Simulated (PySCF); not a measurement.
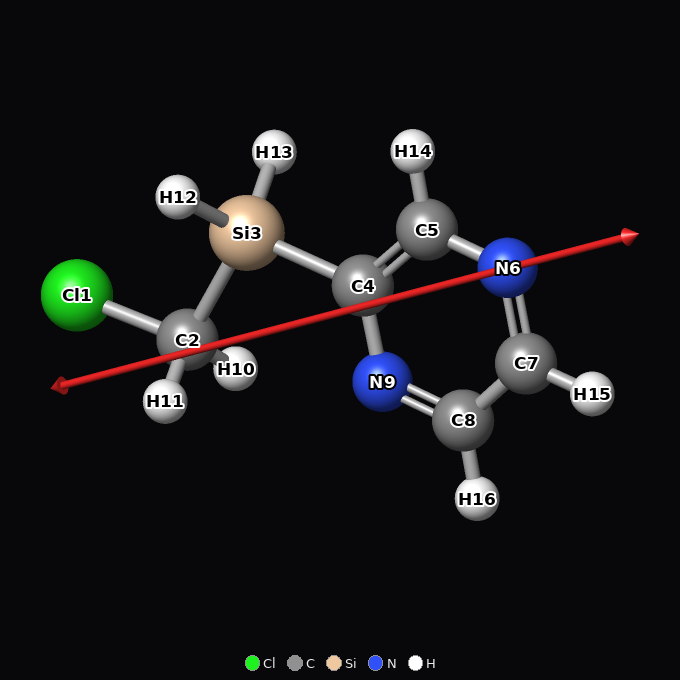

The double arrow shows the direction of the transition dipole to excited singlet state 5 (its length means nothing). The computed structure is the end point of a GFN2-xTB optimisation. No frequency run is at hand to confirm it as a minimum. Level of theory: TDDFT ωB97X-D/def2-SVPD, vertical, gas phase, core orbitals frozen in the response (PySCF 2.14.0).

### How is the transition polarised?

Close to the long direction Cl1···C7.

### Give its energy, strength and character.

6.42 eV (193 nm), oscillator strength 0.16, mainly HOMO−1 → LUMO+1 (weight 0.84); transition dipole 2.60 D.

The geometry is semi-empirical. Around Si such bond lengths and angles can be off by a tenth of an ångström or more and by several degrees, and values that hang on the shape move with them.
